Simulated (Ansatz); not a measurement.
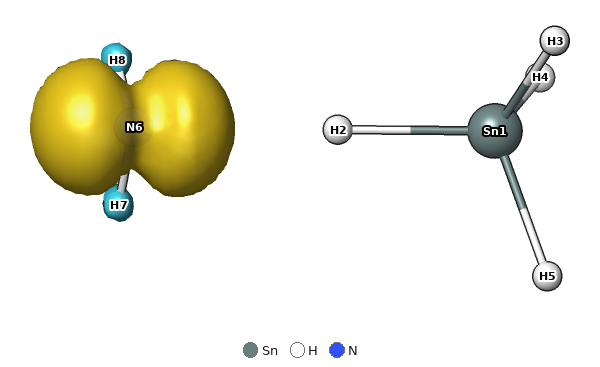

The picture shows: H₄Sn···NH₂ (doublet). Isosurfaces of the spin density (α minus β) at +0.08 (yellow) and −0.08 e/Å³ (cyan), seen across its widest extent.

Core potentials replace the inner electrons of Sn; not at a stationary point (largest force 0.6 eV/Å).

The calculation used UHF/def2-SVP (Ansatz).

```xyz
8

Sn    0.0045   -0.0019   -0.1136
H     0.0653   -0.0345    1.6160
H     1.5887    0.0172   -0.7503
H    -0.8266    1.3997   -0.6332
H    -0.8218   -1.3832   -0.6876
N     0.3351   -0.2184    3.8661
H    -0.6098   -0.5600    4.0234
H     0.2663    0.7812    4.0410
```

Describe the spin distribution.

Answer. The unpaired spin (1 electron) lies mostly on N6 (about 0.9), in electrons by Hirshfeld's partition.
